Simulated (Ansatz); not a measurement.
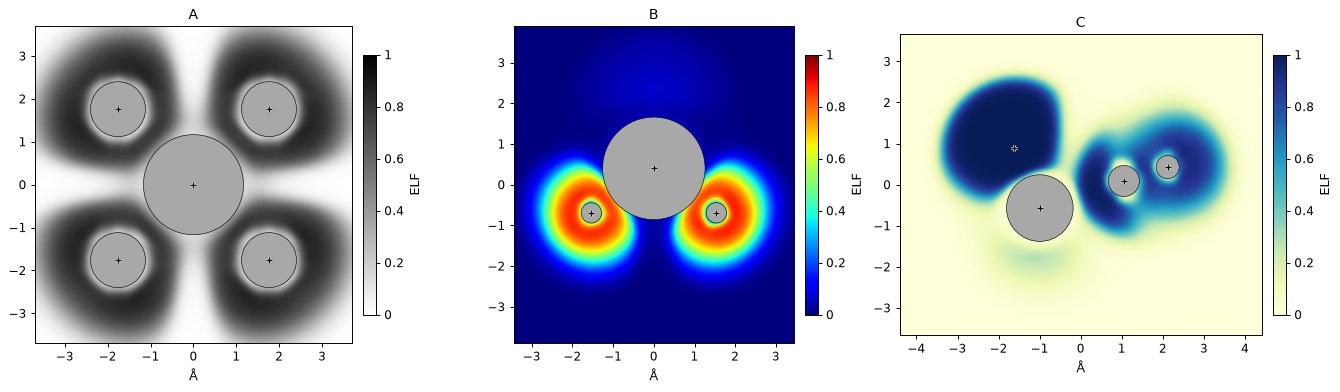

The electron localisation function of 3 systems, each on a plane through atoms (crosses mark nuclei in the plane; grey discs cover the cores).

All numbers below come from RKS PBE0-D4/def2-TZVP in Ansatz.

System 1: Br$_{6}$W (WBr6), the plane of atoms Br4, W1 and Br6. Geometry: PBE-D4/def2-SVP; core potentials replace the inner electrons of W.

```xyz
7

W     0.0000    0.0000    0.0000
Br   -0.0173   -0.0099    2.4890
Br    0.0173    0.0099   -2.4891
Br    2.4891    0.0041    0.0169
Br   -2.4891   -0.0041   -0.0168
Br   -0.0052    2.4891    0.0084
Br    0.0052   -2.4891   -0.0084
```

System 2: CH$_{3}$AlO (Al(CO)H3), the plane of atoms C2, Al1 and H5. Geometry: PBE0-D4/def2-TZVP.

```xyz
6

Al   -0.1294   -0.2401   -0.7861
C     0.2039    0.3824    1.2439
O     0.3789    0.7029    2.3017
H     1.3999   -0.5793   -1.0807
H    -0.7244    1.1564   -1.2719
H    -1.1289   -1.4224   -0.4069
```

System 3: F$_{3}$IZr, the plane of atoms F3, Zr1 and F4. Geometry: PBE0-D4/def2-SVP; core potentials replace the inner electrons of Zr and I.

```xyz
5

Zr   -0.0004    0.0012   -0.1577
I     0.0074   -0.0196    2.5556
F     1.7718    0.0106   -0.8044
F    -0.8932    1.5403   -0.7849
F    -0.8856   -1.5325   -0.8085
```

Q: Match each panel to its system.

A: Panel A is system 1, Br$_{6}$W: the plane holds W and Br. W–Br (2.49 Å): the ELF peaks at about 0.75 in the valence shell of Br, 1.0 Å from its nucleus, and is about 0.50 at the midpoint. Panel B is system 3, F$_{3}$IZr: the plane holds Zr and F. Zr–F (1.89 Å): the ELF is about 0.25 at the midpoint. Panel C is system 2, CH$_{3}$AlO: the plane holds Al, C, O and H. C–O (1.12 Å): the ELF peaks at about 0.85 between the atoms (a short, multiple covalent bond).
